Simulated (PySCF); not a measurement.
# H2Si, SMILES `[SiH2]`: electronic structure

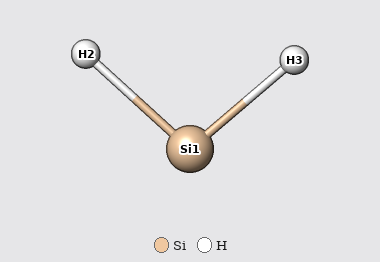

The molecule, with its atoms numbered as below. No frequency check shows the geometry to be a minimum.

Coordinates in Å:

```
Si1      0.0000    0.1230    0.0000
H2       1.1126   -0.8608    0.0000
H3      -1.1125   -0.8609    0.0000
```

Part 1: Bonding charge

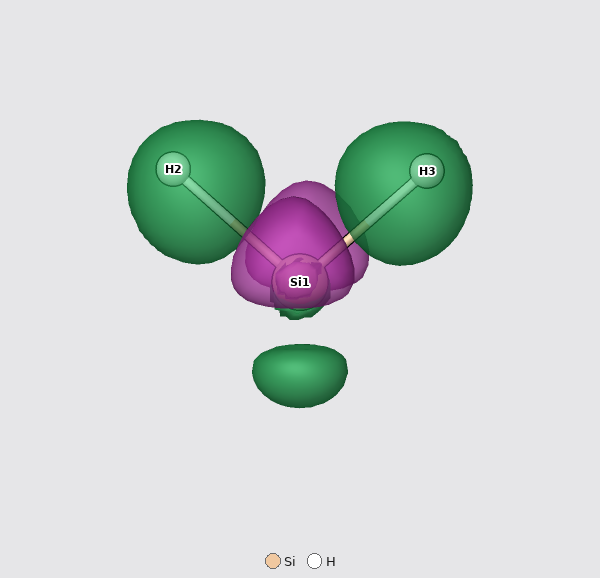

Deformation density (molecule less spherical, spin-averaged free atoms at the same positions), surfaces at ±0.1 e/Å³; green: gain, purple: loss.

Level of theory: TPSS/cc-pVTZ (PySCF), at a geometry from GFN2-xTB. This is a single-reference result, which may miss multireference character in this system.

How much density has each bond gained at its critical point, relative to the free atoms?

Answer. Si1–H2 and Si1–H3: +0.20 e/Å³ at the bond critical point (bond length 1.49 Å, Mayer order 1.0). In all, 0.8 electrons gather in the regions of gain relative to the promolecule.

Where do the Hirshfeld charges lie?

Answer. The highest Hirshfeld charge is on Si1 (+0.22 e), the lowest on H2 and H3 (−0.11 e).

Part 2: Bond critical points

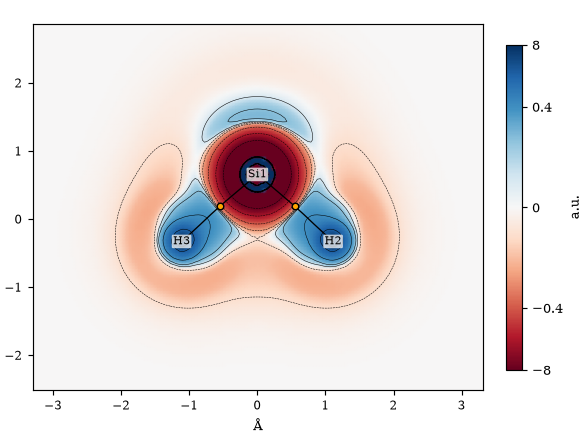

Negative Laplacian of the density (−∇²ρ) in the molecular plane (blue positive, red negative, colour scale in a.u., logarithmic beyond ±0.04), with bond paths and bond critical points (dots).

At which bond critical points in this plane is charge locally concentrated, and at which depleted?

Answer. At none is it concentrated. Depleted (∇²ρ > 0): Si1–H2 and Si1–H3 (+0.21 a.u., H = −0.074). A positive Laplacian with clearly negative H marks a strongly polar covalent bond, whose critical point lies close to the core of the less electronegative atom.

Part 3: Local ionisation energy

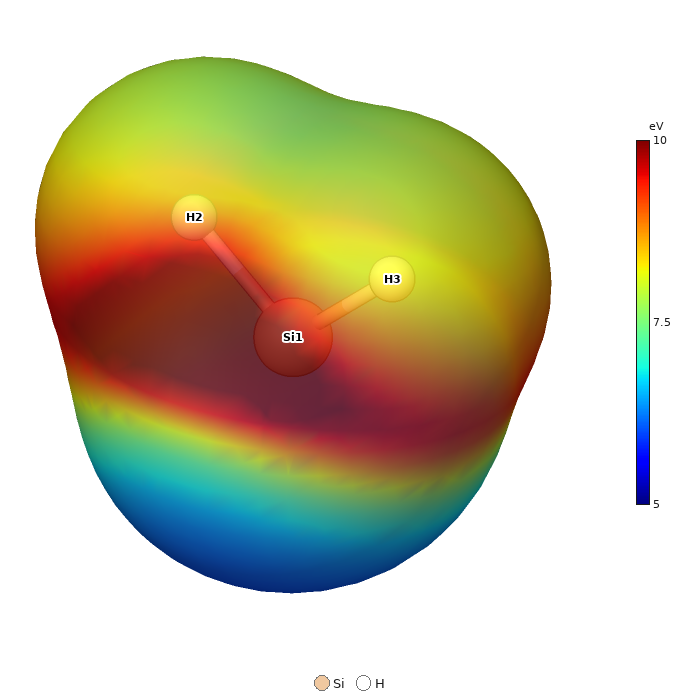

Average local ionisation energy on the surface of electron density 0.001 a.u.

Where are the most loosely bound electrons on this surface?

Answer. The lowest value is 5.9 eV, 2.5 Å from Si1. Further minima include 7.5 eV, near H2 (1.82 Å) and H3 (1.93 Å), over Si1 (2.5 Å). For comparison, the highest occupied orbital lies at −5.7 eV.

What volume does the surface enclose, and what is the dipole moment?

Answer. About 57 Å³; the dipole moment is 0.5 D.

Part 4: Excited states

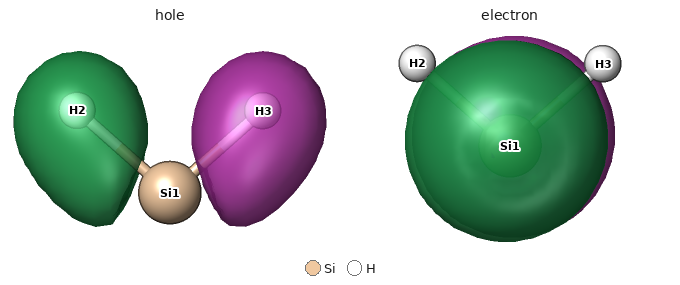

Leading natural transition orbital pair of S₂ (full linear response singlet states); the surfaces enclose about 70 % of each orbital's density.

Level of theory: ωB97X/def2-SVPD (PySCF), at a geometry from GFN2-xTB.

Give its energy and the atoms that hole and electron lie on.

Answer. 4.86 eV (255 nm), f = 0.000 (dark); the leading pair carries 100 %; hole on Si1 (46 %) and H2 and H3 (27 % each), electron on Si1 (88 %) and H2 and H3 (6 % each); their centroids lie 0.6 Å apart. In canonical orbitals it is mainly HOMO−1 → LUMO (99 %). The HOMO–LUMO gap is 8.07 eV.

Part 5: Localised orbitals

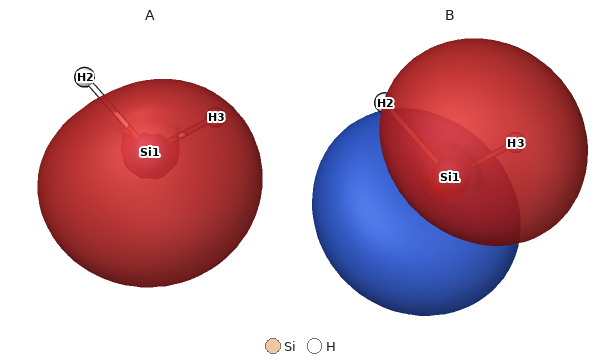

Intrinsic bond orbitals (IBO), occupied and valence-virtual; each surface holds about 85 % of the orbital's density. Energies are diagonal elements of the Fock matrix.

Level of theory: PBE/def2-TZVP (PySCF), at a geometry from GFN2-xTB.

Identify each orbital.

Answer. By panel:
- A: lone pair on Si1 (sp0.5-type) (Si1 100 %; −7.5 eV)
- B: empty orbital on Si1 (Si1 100 %; −4.0 eV)

Part 6: Stretching a bond

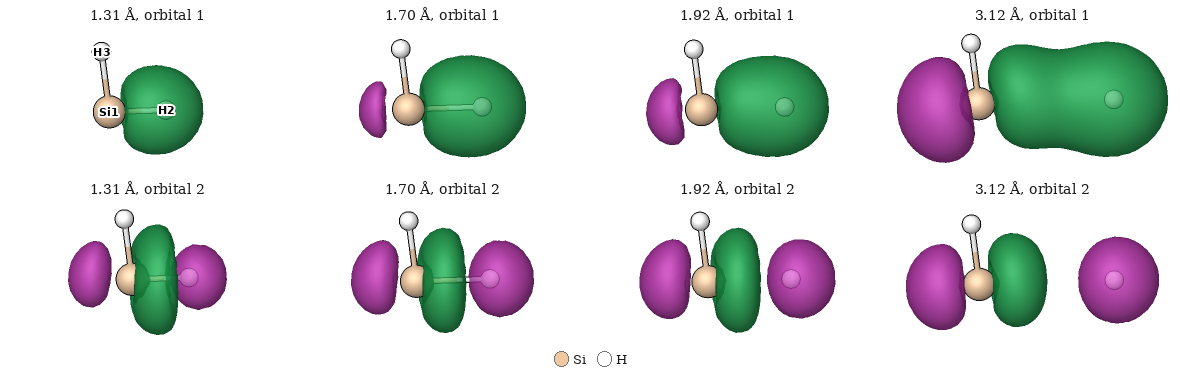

Rigid stretch of the Si1–H2 bond. The two CASSCF(2,2) natural orbitals nearest half filling (orbital 1 the more occupied).

PySCF calculation, 6-311G** basis, gas phase; geometry: GFN2-xTB.

How do the occupations change along the stretch?

Answer. 1.31 Å: 1.99 and 0.01; 1.70 Å: 1.97 and 0.03; 1.92 Å: 1.94 and 0.06; 3.12 Å: 1.54 and 0.46. At the longest distance computed (3.98 Å) they are 1.21 and 0.79, and the effective number of unpaired electrons is 1.8.

UHF already breaks spin symmetry near equilibrium here (⟨S²⟩ = 0.40 at 1.56 Å), for reasons apart from this bond.

How much energy does the stretch cost?

Answer. By CASSCF, 2.9 eV from the lowest point of the scan (1.56 Å) to 3.98 Å; RHF gives 5.5 eV from its own lowest point. The fragments aren't relaxed and dynamic correlation is missing, so this isn't a bond dissociation energy.
